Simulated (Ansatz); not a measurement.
**InF (SMILES [F][In]): revPBE/def2-TZVPP (core potential)**

What is the vertical singlet–triplet gap of InF at revPBE/def2-TZVPP (core potential)? 

Program for the calculation: Ansatz 0.2.0.

36 further runs of the same task are left out: 36 set aside as unsound or not needed.

## Step 1: The molecule

The species is InF (2 atoms), meant as a singlet with charge 0. As SMILES, `[F][In]`. Geometry: relaxed at PBE0-D4/def2-TZVP.

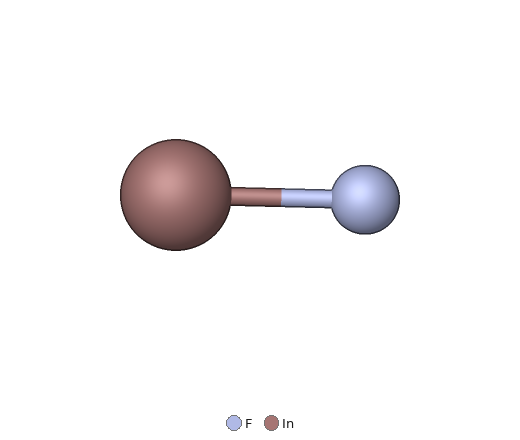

Viewed from a chosen angle; fluorine light blue, indium brown.

## Step 2: A single-point energy at revPBE/def2-TZVPP (core potential)

molecule.yaml reads:

```yaml
crystal:
  periodic: [false, false, false]
  atoms:
    - {symbol: F, position_ang: [0.000000, 0.000000, 0.015910]}
    - {symbol: In, position_ang: [-0.000000, -0.000000, 2.009580]}
basis:
  gaussian:
    orbitals: def2-TZVPP
hamiltonian:
  xc: {name: revPBE}
accuracy: high
output:
  orbitals: {seedname: orbitals}
```

Run with:

```
ansatz run molecule.yaml --threads 1 --pin off --max-ram 3480MiB --events-out events.jsonl --progress --plain --runs-dir runs
```

What it wrote:

```text
Warning: RAYON_NUM_THREADS=1 ignored (pool sized by the plan → 1); use --threads N
Functional definition: revPBE
  name "revPBE"
  parameter kappa = 1.245
  parameter beta = 0.06672455060314922
  exchange = pbe_x(kappa = kappa, mu = beta*pi^2/3)
  correlation = pbe_c(beta = beta)
1346 factors; integrals over basis functions are off by at most 3.4e-9 eV
mean field evaluation 1: about -7890.4003 eV, gradient 4.9e1 eV
mean field evaluation 2: about -7693.6232 eV, gradient 2.5e2 eV
mean field evaluation 4: about -7894.1424 eV, gradient 7.6e0 eV
mean field evaluation 8: about -7894.2506 eV, gradient 5.2e-1 eV
mean field evaluation 16: about -7894.2510 eV, gradient 7.8e-6 eV
mean field -7894.25101147 eV, -290.1083737559 hartree, gradient 4.4e-8 eV, S^2 0.000000; 0 other end points of the search recorded, 0 dependent functions left out
reference -7894.25101639 eV, -290.1083739369 hartree; 15, 15 occupied and 66, 66 virtual orbitals, 1346 factors
Total energy: -7894.25101639 eV, -290.1083739369 hartree
```

Wall time 3.6 s (1 thread of Arm Neoverse V1, shared host); peak memory 0.16 GiB.

## Step 3: The triplet, same level

input.yaml reads:

```yaml
basis:
  gaussian:
    orbitals: def2-TZVPP
crystal:
  periodic: [false, false, false]
  atoms:
    - symbol: F
      position_ang: [0.000000, 0.000000, 0.015910]
    - symbol: In
      position_ang: [-0.000000, -0.000000, 2.009580]
magnetization:
  spin_polarized: true
  initial_magnetization: 2
hamiltonian:
  xc: {name: revPBE}
accuracy: high
output: {orbitals: {seedname: orbitals}}
```

Run with:

```
ansatz run input.yaml --threads 1 --pin off --max-ram 3480MiB --events-out events.jsonl --progress --plain --runs-dir runs
```

What it wrote:

```text
Warning: RAYON_NUM_THREADS=1 ignored (pool sized by the plan → 1); use --threads N
Functional definition: revPBE
  name "revPBE"
  parameter kappa = 1.245
  parameter beta = 0.06672455060314922
  exchange = pbe_x(kappa = kappa, mu = beta*pi^2/3)
  correlation = pbe_c(beta = beta)
1346 factors; integrals over basis functions are off by at most 3.4e-9 eV
mean field evaluation 1: about -7886.9992 eV, gradient 3.2e1 eV
mean field evaluation 2: about -7757.6498 eV, gradient 1.6e2 eV
mean field evaluation 4: about -7890.2271 eV, gradient 7.8e0 eV
mean field evaluation 8: about -7890.4812 eV, gradient 7.1e-2 eV
mean field evaluation 16: about -7890.4812 eV, gradient 2.6e-6 eV
mean field evaluation 32: about -7887.0901 eV, gradient 4.9e-2 eV
mean field evaluation 64: about -7887.4043 eV, gradient 3.7e0 eV
mean field -7890.48122167 eV, -289.9698365360 hartree, gradient 2.4e-8 eV, S^2 2.002467; 8 other end points of the search recorded, 0 dependent functions left out
reference -7890.48122636 eV, -289.9698367086 hartree; 16, 14 occupied and 65, 67 virtual orbitals, 1346 factors
Total energy: -7890.48122636 eV, -289.9698367086 hartree
```

It took 15 s on 1 thread of Arm Neoverse V1, shared host; peak memory 0.2 GiB.

## Step 4: Outcome

At revPBE/def2-TZVPP (core potential):

| quantity | value |
| --- | --- |
| singlet: total energy | -290.10837 Eh |
| singlet: HOMO energy | -6.35 eV |
| singlet: LUMO energy | -2.11 eV |
| singlet: HOMO–LUMO gap | 4.24 eV |
| triplet: total energy | -289.96984 Eh |
| triplet: HOMO energy (highest over α and β) | -3.21 eV |
| triplet: ⟨S²⟩ | 2.002 |
| vertical energy of the triplet above the singlet | 3.770 eV |

**Reading.** At this shape the triplet lies 3.77 eV (364 kJ/mol) above the singlet.
